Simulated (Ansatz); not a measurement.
# One shape, several levels: InH3 (SMILES [InH3])

Wanted: a comparison of 6 runs (UHF/STO-3G, UB3LYP/STO-3G, revPBE/STO-3G, wB97X/STO-3G, RPA@PBE/STO-3G, UMP2/STO-3G) of InH3. 

The calculation is run with Ansatz 0.2.0.

29 further runs of the same task are left out: 1 that didn't finish, 28 set aside as unsound or not needed.

## 1. The molecule

InH3: 4 atoms, total charge 0, spin state singlet. SMILES: `[InH3]`. The H3–In1 distance was set to 2.155 Å, away from the relaxed value.

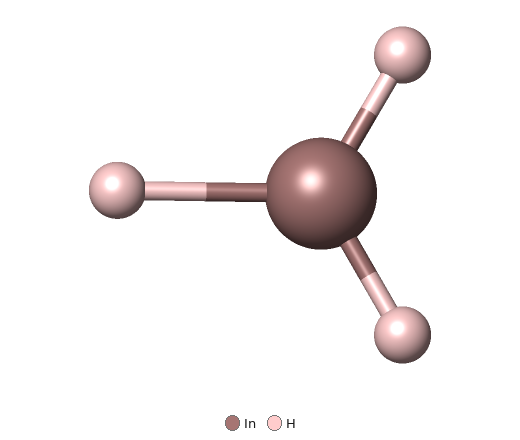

The structure, seen from a chosen angle (indium brown, hydrogen pink).

## 2. A single-point energy at UHF/STO-3G (run 1)

The input, input.yaml:

```yaml
crystal:
  periodic: [false, false, false]
  atoms:
    - symbol: In
      position_ang: [0.291284, 0.007951, 0.323986]
    - symbol: H
      position_ang: [0.692884, 1.539051, 1.007286]
    - symbol: H
      position_ang: [-1.095600, -0.107300, -1.321400]
    - symbol: H
      position_ang: [0.999184, -1.430949, 0.957086]
basis:
  gaussian: {orbitals: STO-3G}
magnetization: {spin_polarized: true, initial_magnetization: 0}
hamiltonian: {xc: hf}
accuracy: high
```

Run with:

```
$ ansatz run input.yaml --threads 1 --pin off --max-ram 2610MiB --events-out events.jsonl --progress --plain --runs-dir runs
```

Standard output:

```text
Warning: RAYON_NUM_THREADS=1 ignored (pool sized by the plan → 1); use --threads N
Functional definition: HF
  name "HF"
  exchange = exact_x
  correlation = 0
525 factors; integrals over basis functions are off by at most 3.9e-9 eV
mean field evaluation 1: about -154683.3006 eV, gradient 6.4e0 eV
mean field evaluation 2: about -154683.2812 eV, gradient 6.3e0 eV
mean field evaluation 4: about -154683.8738 eV, gradient 2.2e-1 eV
mean field evaluation 8: about -154683.8739 eV, gradient 5.4e-4 eV
mean field evaluation 16: about -154683.6527 eV, gradient 1.6e0 eV
mean field -154683.87394930 eV, -5684.5275191413 hartree, gradient 7.7e-9 eV, S^2 0.000000; 0 other end points of the search recorded, 0 dependent functions left out
reference -154683.87394930 eV, -5684.5275191413 hartree; 26, 26 occupied and 4, 4 virtual orbitals, 525 factors
Total energy: -154683.87394930 eV, -5684.5275191413 hartree
```

Wall time 0.55 s (1 thread of Arm Neoverse V1, shared host).

## 3. A single-point energy at UB3LYP/STO-3G (run 2)

Changes to input.yaml since step 2:

```diff
@@ -13,4 +13,4 @@
   gaussian: {orbitals: STO-3G}
-magnetization: {spin_polarized: true, initial_magnetization: 0}
-hamiltonian: {xc: hf}
+magnetization: {spin_polarized: true}
+hamiltonian: {xc: {name: B3LYP}}
 accuracy: high
```

Run with:

```
$ ansatz run input.yaml --threads 1 --pin off --max-ram 2610MiB --events-out events.jsonl --progress --plain --runs-dir runs
```

Standard output:

```text
Warning: RAYON_NUM_THREADS=1 ignored (pool sized by the plan → 1); use --threads N
Functional definition: B3LYP
  name "B3LYP"
  parameter a0 = 0.2
  parameter ax = 0.72
  parameter ac = 0.81
  exchange = (1 - a0 - ax)*slater_x + ax*b88_x + a0*exact_x
  correlation = (1 - ac)*vwn_rpa_c + ac*lyp_c
525 factors; integrals over basis functions are off by at most 3.9e-9 eV
mean field evaluation 1: about -154738.4483 eV, gradient 1.0e1 eV
mean field evaluation 2: about -154738.8451 eV, gradient 7.8e0 eV
mean field evaluation 4: about -154739.5418 eV, gradient 1.3e-1 eV
mean field evaluation 8: about -154739.4732 eV, gradient 1.6e-3 eV
mean field -154739.47315944 eV, -5686.5707524273 hartree, gradient 3.5e-8 eV, S^2 0.000000; 0 other end points of the search recorded, 0 dependent functions left out
reference -154739.47318530 eV, -5686.5707533776 hartree; 26, 26 occupied and 4, 4 virtual orbitals, 525 factors
Total energy: -154739.47318530 eV, -5686.5707533776 hartree
```

It took 2.4 s on 1 thread of Arm Neoverse V1, shared host; peak memory 0.14 GiB.

## 4. The energy at revPBE/STO-3G (run 3)

The input, job.yaml:

```yaml
crystal:
  periodic: [false, false, false]
  atoms:
    - {symbol: In, position_ang: [0.291284, 0.007951, 0.323986]}
    - {symbol: H, position_ang: [0.692884, 1.539051, 1.007286]}
    - {symbol: H, position_ang: [-1.095600, -0.107300, -1.321400]}
    - {symbol: H, position_ang: [0.999184, -1.430949, 0.957086]}
basis:
  gaussian: {orbitals: STO-3G}
hamiltonian: {xc: {name: revPBE}}
accuracy: high
```

Run with:

```
$ ansatz run job.yaml --threads 1 --pin off --max-ram 2610MiB --events-out events.jsonl --progress --plain --runs-dir runs
```

Standard output:

```text
Warning: RAYON_NUM_THREADS=1 ignored (pool sized by the plan → 1); use --threads N
Functional definition: revPBE
  name "revPBE"
  parameter kappa = 1.245
  parameter beta = 0.06672455060314922
  exchange = pbe_x(kappa = kappa, mu = beta*pi^2/3)
  correlation = pbe_c(beta = beta)
525 factors; integrals over basis functions are off by at most 3.9e-9 eV
mean field evaluation 1: about -154727.5321 eV, gradient 2.6e1 eV
mean field evaluation 2: about -154727.3780 eV, gradient 2.3e1 eV
mean field evaluation 4: about -154730.4382 eV, gradient 1.4e0 eV
mean field evaluation 8: about -154730.3730 eV, gradient 7.3e-4 eV
mean field evaluation 16: about -154730.3730 eV, gradient 2.1e-8 eV
mean field -154730.37302190 eV, -5686.2363285412 hartree, gradient 2.1e-8 eV, S^2 0.000000; 0 other end points of the search recorded, 0 dependent functions left out
reference -154730.37302412 eV, -5686.2363286225 hartree; 26, 26 occupied and 4, 4 virtual orbitals, 525 factors
Total energy: -154730.37302412 eV, -5686.2363286225 hartree
```

Run time: 1.4 s. Hardware: 1 thread of Arm Neoverse V1, shared host; peak memory 0.092 GiB.

Runs 4 to 5 aren't shown in full; the table further down has their settings and results.

## 5. The energy at UMP2/STO-3G (run 6)

The input, in.yaml:

```yaml
crystal:
  periodic: [false, false, false]
  atoms:
    - {symbol: In, position_ang: [0.291284, 0.007951, 0.323986]}
    - {symbol: H, position_ang: [0.692884, 1.539051, 1.007286]}
    - {symbol: H, position_ang: [-1.095600, -0.107300, -1.321400]}
    - {symbol: H, position_ang: [0.999184, -1.430949, 0.957086]}
basis:
  gaussian:
    orbitals: STO-3G
magnetization:
  spin_polarized: true
  initial_magnetization: 0
correlation:
  method: mp2
  frozen_orbitals: {H: 0, In: 18}
accuracy: high
```

Run with:

```
$ ansatz run in.yaml --threads 1 --pin off --max-ram 2610MiB --events-out events.jsonl --progress --plain --runs-dir runs
```

Standard output:

```text
Warning: RAYON_NUM_THREADS=1 ignored (pool sized by the plan → 1); use --threads N
[... 4 set-up lines as earlier in the session ...]
525 factors; integrals over basis functions are off by at most 3.9e-9 eV
mean field evaluation 1: about -154683.3006 eV, gradient 6.4e0 eV
mean field evaluation 2: about -154683.2812 eV, gradient 6.3e0 eV
mean field evaluation 4: about -154683.8738 eV, gradient 2.2e-1 eV
mean field evaluation 8: about -154683.8739 eV, gradient 5.4e-4 eV
mean field evaluation 16: about -154683.8665 eV, gradient 2.4e-1 eV
mean field -154683.87394930 eV, -5684.5275191413 hartree, gradient 7.7e-9 eV, S^2 0.000000; 2 other end points of the search recorded, 0 dependent functions left out
18 core orbitals not correlated: weight in the atoms' cores, before any rotation towards them, 1.000 or more for the frozen orbitals, at most 0.000 for the correlated occupied ones
reference -154683.87394930 eV, -5684.5275191413 hartree; 8, 8 occupied and 4, 4 virtual orbitals, 525 factors
second order -1.08413807 eV of doubles, -0.00000000 eV of singles
Total energy: -154684.95808737 eV, -5684.5673604805 hartree
```

Wall time 0.57 s (1 thread of Arm Neoverse V1, shared host).

## 6. The series

```csv
run,level,frozen core orbitals,energy (Eh),wall time
1,UHF/STO-3G,–,-5684.527519,0.55 s
2,UB3LYP/STO-3G,–,-5686.570753,2.4 s
3,revPBE/STO-3G,–,-5686.236329,1.4 s
4,wB97X/STO-3G,–,-5686.721794,6 s
5,RPA@PBE/STO-3G,18,-5684.615027,2 s
6,UMP2/STO-3G,18,-5684.567360,0.57 s
```

## 7. Outcome

| quantity | value |
| --- | --- |
| run 6: total energy | -5684.56736 Eh |
| run 6: correlation energy (18 core orbitals frozen) | -39.8 mEh |

**Reading.** Totals of different functionals can't be ranked against each other. In runs 1, 2, 3, 4, 5, 6 the basis is minimal, so the values are rough. In runs 1, 2, 3, 4, 5, 6 relativity is left out where basis or elements ask for it. All runs together took 13 s, the longest 6 s.
